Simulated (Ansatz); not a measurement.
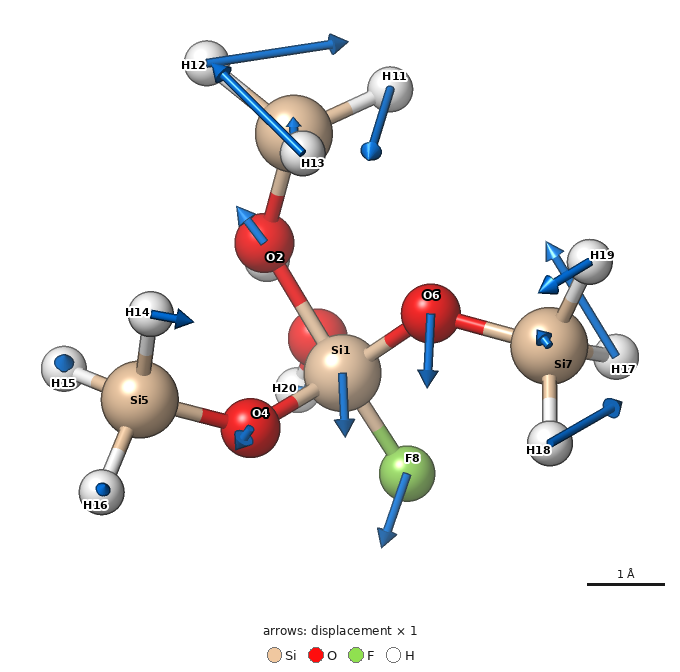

This is a relaxation of Si4H11O4F (started from a transition state, displaced along its imaginary mode). The starting structure is drawn; blue arrows show the displacements, at their true length. The two geometries are superimposed by the best rigid fit.

Style: ball-and-stick. Shown face on.

Method: RKS PBE0-D4/def2-TZVP in Ansatz. Set-up: force threshold 0.005 eV/Å; at most 200 steps.

Which element moves most?

Hydrogen: up to 1.97 Å, against 1.04 Å for fluorine.

Describe the change and its energy.

After 89 accepted moves (97 points after the start) the energy has fallen by 24.0 kcal/mol. Largest force component: 5.2 eV/Å at the start, 0.0048 eV/Å at the end. The line search rejected the trial steps at points 12, 14, 32, 69, 75, 76, 83, 89 of the run. The atom that moves furthest after the best rigid fit is an H atom (1.97 Å). Largest moves by element: H 1.97 Å, F 1.04 Å, O 0.99 Å, Si 0.85 Å. Near-neighbour distances that change, for instance: O–Si 1.974 → 3.347 Å, Si–Si 3.275 → 4.335 Å, H–Si 2.008 → 2.762 Å, H–O 1.414 → 1.908 Å. Bonds break, among them: O–Si (1.97 → 3.35 Å). Bond angles that change, for instance: Si–O–Si 132.4° → 149.9°, O–Si–O 121.2° → 107.2°, F–Si–O 93.9° → 107.6°. Groups turn about O–Si by about 35°, O–Si by about 25°. The run took about 230 s of wall time on a shared GPU.
